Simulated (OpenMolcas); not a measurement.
# Run report: GeH2, geometry relaxation (part 4 of 4)

The same run, continued: GeH2, SMILES [GeH2]; B3LYP/6-31G*, RKS (OpenMolcas 26.06). The geometry comes from this level: PBE0-D4/def2-TZVP.

Geometry of the input (Å):
```
Ge -0.5701  0.4051  -0.2637
H  0.7830  0.7436  0.5090
H  -0.2129  -1.1487  -0.2453
```

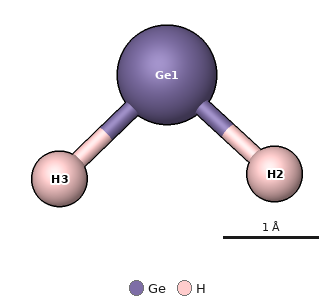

Fig. 1: The geometry at step 1 of the log (ball-and-stick view, seen at a tilt; atoms are numbered from 1 in the order of the input).

Log, continued:
```
 Masses:
 =======
  72   1   1

 Frequencies:
 ============
                         1         2         3         4         5         6

            Freq.   i2653.17     i0.00     i0.00     i0.00      0.00      0.00

                         7         8         9

            Freq.       0.00    938.01   1868.85

 Masses:
 =======
  70   1   1

 Frequencies:
 ============
                         1         2         3         4         5         6

            Freq.   i2653.70     i0.00     i0.00     i0.00      0.00      0.00

                         7         8         9

            Freq.       0.00    938.20   1869.19

 Masses:
 =======
  73   1   1

 Frequencies:
 ============
                         1         2         3         4         5         6

            Freq.   i2652.92     i0.00      0.00      0.00      0.00      0.00

                         7         8         9

            Freq.       0.00    937.92   1868.68

 Masses:
 =======
  76   1   1

 Frequencies:
 ============
                         1         2         3         4         5         6

            Freq.   i2652.20     i0.00     i0.00     i0.00      0.00      0.00

                         7         8         9

            Freq.       0.00    937.65   1868.21

 Masses:
 =======
  74   2   1

 Frequencies:
 ============
                         1         2         3         4         5         6

            Freq.   i2258.86     i0.00     i0.00     i0.00     i0.00     i0.00

                         7         8         9

            Freq.       0.00    814.19   1562.31

 Masses:
 =======
  74   3   1

 Frequencies:
 ============
                         1         2         3         4         5         6

            Freq.   i2078.10     i0.00     i0.00     i0.00      0.00      0.00

                         7         8         9

            Freq.       0.00    768.64   1396.75

 Masses:
 =======
  74   1   2

 Frequencies:
 ============
                         1         2         3         4         5         6

            Freq.   i2262.13     i0.00     i0.00      0.00      0.00      0.00

                         7         8         9

            Freq.       0.00    814.09   1560.18

 Masses:
 =======
  74   1   3

 Frequencies:
 ============
                         1         2         3         4         5         6

            Freq.   i2082.90     i0.00     i0.00     i0.00     i0.00      0.00

                         7         8         9

            Freq.       0.00    768.51   1393.67

  Full substitutions:
  -----------------------

 Masses:
 =======
  74   2   2

 Frequencies:
 ============
                         1         2         3         4         5         6

            Freq.   i1889.05     i0.00     i0.00      0.00      0.00      0.00

                         7         8         9

            Freq.       0.00    667.91   1330.10

 Masses:
 =======
  74   3   3

 Frequencies:
 ============
                         1         2         3         4         5         6

            Freq.   i1553.89     i0.00      0.00      0.00      0.00      0.00

                         7         8         9

            Freq.       0.00    549.34   1093.75

 Masses:
 =======
  72   1   1

 Frequencies:
 ============
                         1         2         3         4         5         6

            Freq.   i2653.17     i0.00     i0.00     i0.00      0.00      0.00

                         7         8         9

            Freq.       0.00    938.01   1868.85

 Masses:
 =======
  70   1   1

 Frequencies:
 ============
                         1         2         3         4         5         6

            Freq.   i2653.70     i0.00     i0.00     i0.00      0.00      0.00

                         7         8         9

            Freq.       0.00    938.20   1869.19

 Masses:
 =======
  73   1   1

 Frequencies:
 ============
                         1         2         3         4         5         6

            Freq.   i2652.92     i0.00      0.00      0.00      0.00      0.00

                         7         8         9

            Freq.       0.00    937.92   1868.68

 Masses:
 =======
  76   1   1

 Frequencies:
 ============
                         1         2         3         4         5         6

            Freq.   i2652.20     i0.00     i0.00     i0.00      0.00      0.00

                         7         8         9

            Freq.       0.00    937.65   1868.21

--

++ Principal components of the normal modes
   ----------------------------------------

   (Only contributions larger than 0.50 times the maximum are printed)

      Mode      1
        Frequency:        i2652.68 cm-1
      ---------------------------------
        Bond H2 GE1              1.0000
        Bond H3 GE1             -0.9955
      ---------------------------------

      Mode      2
        Frequency:          937.83 cm-1
      ---------------------------------
        Angle H2 GE1 H3         -1.0000
      ---------------------------------

      Mode      3
        Frequency:         1868.52 cm-1
      ---------------------------------
        Bond H3 GE1              1.0000
        Bond H2 GE1              0.9961
      ---------------------------------
--

--- Stop Module: slapaf /rc=_RC_ALL_IS_WELL_ ---

>>> END DO

>>> EXPORT MOLCAS_TRAP = UNKNOWN_VARIABLE

>>> EXPORT MOLCAS_MAXITER = 50

.##################.
.# Happy landing! #.
.##################.

    Timing: Wall=15.09 User=11.72 System=3.29
```

Trajectory as extended XYZ (Å, eV, eV/Å), 3 frames, from step=0 to step=2:
```
3
Properties=species:S:1:pos:R:3:forces:R:3 step=0 energy=-56542.94735
Ge   -0.5701    0.4051   -0.2637   -0.2151   0.1527  -0.0995
H     0.7830    0.7436    0.5090    0.1608   0.0248   0.0901
H    -0.2129   -1.1487   -0.2453    0.0543  -0.1775   0.0094
3
Properties=species:S:1:pos:R:3:forces:R:3 step=1 energy=-56542.94918
Ge   -0.5738    0.4078   -0.2654   -0.1171   0.0827  -0.0542
H     0.7854    0.7433    0.5103    0.0910   0.0198   0.0516
H    -0.2115   -1.1510   -0.2448    0.0262  -0.1025   0.0026
3
Properties=species:S:1:pos:R:3:forces:R:3 step=2 energy=-56542.95005
Ge   -0.5775    0.4103   -0.2671   -0.0005  -0.0009  -0.0004
H     0.7891    0.7456    0.5125    0.0015   0.0017   0.0010
H    -0.2116   -1.1559   -0.2454   -0.0010  -0.0008  -0.0006
```

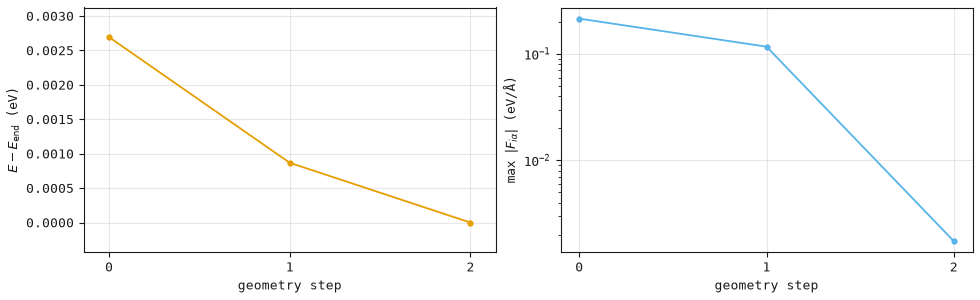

Fig. 2: Progress of the relaxation, step by step (steps are counted from 0). The largest move after the best rigid fit is that of Ge1, 0.010 Å. Largest moves by element: Ge 0.010 Å, H 0.007 Å. Among the contacts that change: Ge1–H2 1.595 → 1.609 Å. The energy falls by 0.003 eV in 2 geometry steps. The largest force component goes from 0.22 to 0.0017 eV/Å. (Atoms are counted from 1 in the order of the input.)

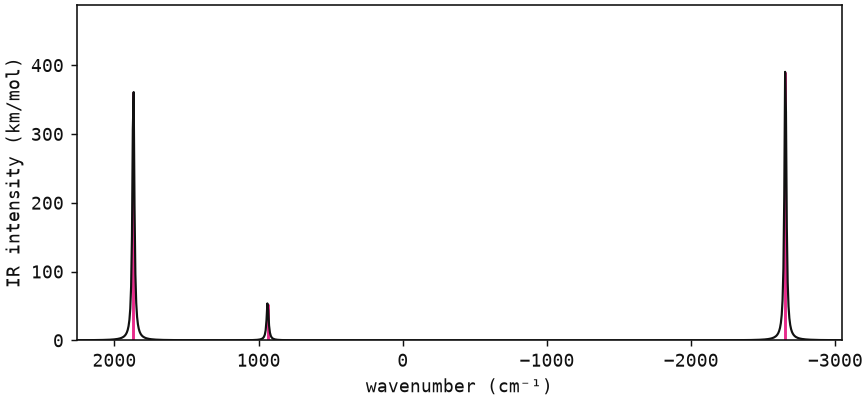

Fig. 3: Harmonic infrared spectrum, unscaled: sticks (degenerate modes added up, dark ones marked on the axis) with a Lorentzian envelope of 16 cm⁻¹ full width, scaled to the tallest stick; imaginary modes are drawn at negative wavenumbers. 3 modes from 2653i to 1869 cm⁻¹, 1 imaginary beyond 8i (2653i cm⁻¹): a first-order saddle point, if the geometry is stationary. The strongest line is at 2653i cm⁻¹ (390 km/mol). All modes, in cm⁻¹ (km/mol): 2653i (390), 938 (53), 1869 (361).

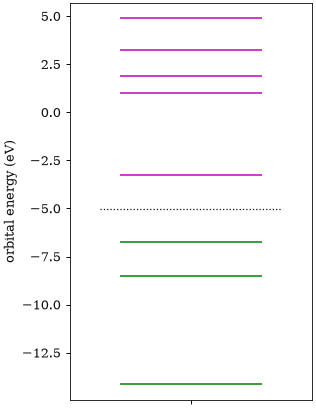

Fig. 4: Orbital energies near the frontier; the dotted line parts filled from empty levels, and levels within 0.02 eV of each other stand side by side. Highest filled −6.74 eV, lowest empty −3.27 eV, 3.47 eV apart.
